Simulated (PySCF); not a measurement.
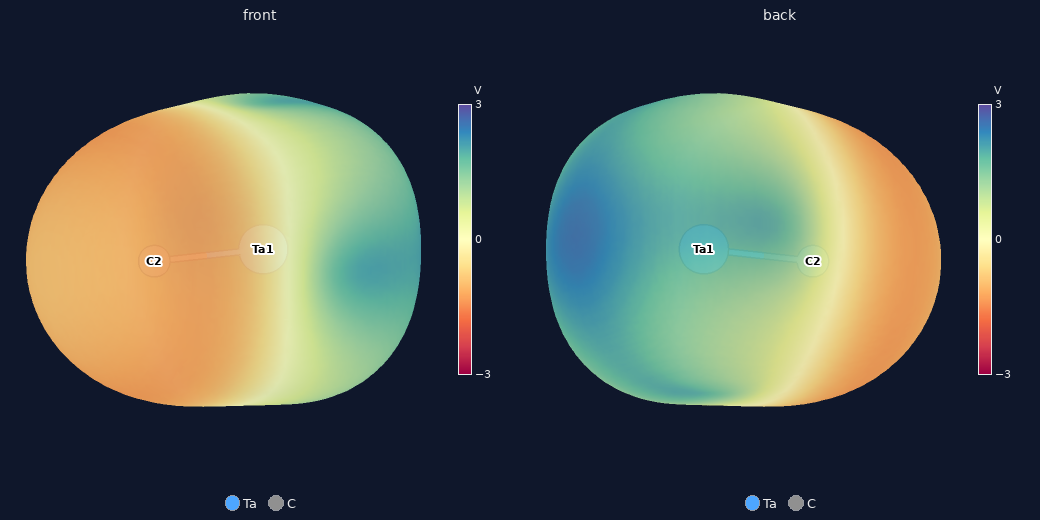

Figure. TaC (quartet). The molecular electrostatic potential painted on the density surface at 0.002 e/bohr³, seen from the front and from behind; red is negative and blue positive.

Core potentials replace the inner electrons of Ta.

Theory: PBE0/def2-TZVPP, non-relativistic Hamiltonian with scalar-relativistic core potentials where named, at a bond length of 1.766 Å in PySCF 2.14.0.

Where is the surface potential most negative and most positive?

The most negative region (about −1.3 V, or −30 kcal/mol for a unit charge) lies over C2, the most positive (about +2.6 V, or +60 kcal/mol for a unit charge) over Ta1.
